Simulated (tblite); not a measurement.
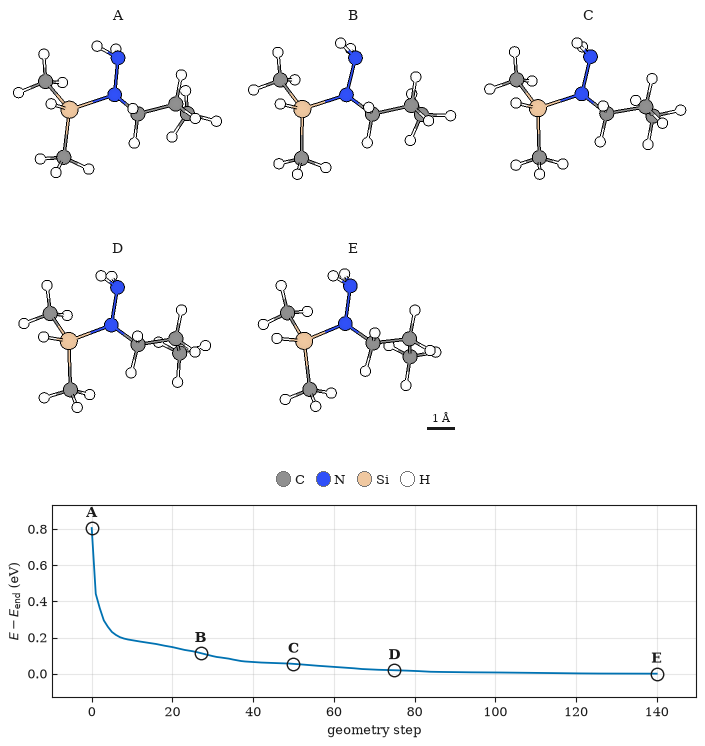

Frames of a relaxation of C5H16N2Si, marked on the history of the run. A ball-and-stick model, seen at a tilt.

Method: GFN2-xTB geometry optimisation, gas phase in tblite 0.8.0. 

> Describe the path.

The energy falls by 0.806 eV in 140 geometry steps. The largest move after the best rigid fit is that of an H atom, 1.44 Å. By element the largest moves are H 1.44 Å, C 0.61 Å, N 0.52 Å, Si 0.08 Å. Some distances before and after: N–Si 1.773 → 1.727 Å, C–Si 1.859 → 1.903 Å, N–N 1.382 → 1.425 Å, C–H 1.125 → 1.085 Å. Among the angles between lasting bonds that change: C–N–Si 115.4° → 125.5°, N–N–Si 113.7° → 120.8°, H–C–H 114.6° → 107.8°. Groups turn about C–C by about 35°, C–Si by about 35°, C–N by about 25°. From step 0 to 27: H atoms move most (0.35 Å), energy −0.692 eV. From step 27 to 50: an H atom moves most (0.48 Å), energy −0.059 eV. From step 50 to 75: an H atom moves most (0.42 Å), energy −0.036 eV. From step 75 to 140: an H atom moves most (0.32 Å), energy −0.019 eV.

| step | E − E(0), eV |
| --- | --- |
| 0 | 0.0000 |
| 1 | -0.3639 |
| 2 | -0.4436 |
| 3 | -0.5110 |
| 4 | -0.5461 |
| 5 | -0.5747 |
| 6 | -0.5914 |
| 7 | -0.6038 |
| 8 | -0.6114 |
| 9 | -0.6166 |
| 10 | -0.6205 |
| 17 | -0.6464 |
| 24 | -0.6776 |
| 31 | -0.7133 |
| 37 | -0.7357 |
| 44 | -0.7457 |
| 51 | -0.7528 |
| 58 | -0.7646 |
| 65 | -0.7758 |
| 72 | -0.7845 |
| 78 | -0.7887 |
| 85 | -0.7956 |
| 92 | -0.7975 |
| 99 | -0.7989 |
| 106 | -0.8000 |
| 113 | -0.8024 |
| 119 | -0.8037 |
| 126 | -0.8049 |
| 133 | -0.8053 |
| 140 | -0.8056 |
